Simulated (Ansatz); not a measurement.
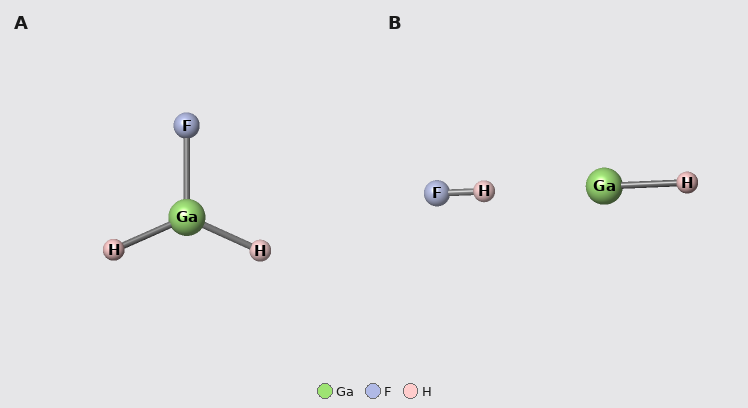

2 stationary structures of one formula. Geometries: PBE0-D4/def2-TZVP. Electronic energies: CCSD(T)/CBS (MP2 limit from def2-TZVPP and def2-QZVPP plus CCSD(T) − MP2) (Ansatz 0.2.0), without zero-point energy.

Rank them by energy, lowest first.

A is lowest (C2v, a minimum); B lies 142.9 kJ/mol above it (C∞v, a minimum).

Give E(B) − E(A) in kJ/mol at these levels too: direct RPA on PBE orbitals (frozen core)/def2-TZVPP; PBE0-D4/def2-TZVPP; B97M-V/def2-TZVPP; r2SCAN0-D4/def2-TZVPP; PBE-D4/STO-3G; PBE0-D4/def2-SVP; ωB97M-V/def2-TZVPP; ωB97M-V/def2-SVP.

```json
{"level": "direct RPA on PBE orbitals (frozen core)/def2-TZVPP", "E(B) − E(A) (kJ/mol)": "+145.7"}
{"level": "PBE0-D4/def2-TZVPP", "E(B) − E(A) (kJ/mol)": "+142.2"}
{"level": "B97M-V/def2-TZVPP", "E(B) − E(A) (kJ/mol)": "+161.7"}
{"level": "r2SCAN0-D4/def2-TZVPP", "E(B) − E(A) (kJ/mol)": "+161.5"}
{"level": "PBE-D4/STO-3G", "E(B) − E(A) (kJ/mol)": "+466.6"}
{"level": "PBE0-D4/def2-SVP", "E(B) − E(A) (kJ/mol)": "−73.1"}
{"level": "ωB97M-V/def2-TZVPP", "E(B) − E(A) (kJ/mol)": "+144.3"}
{"level": "ωB97M-V/def2-SVP", "E(B) − E(A) (kJ/mol)": "+167.6"}
```
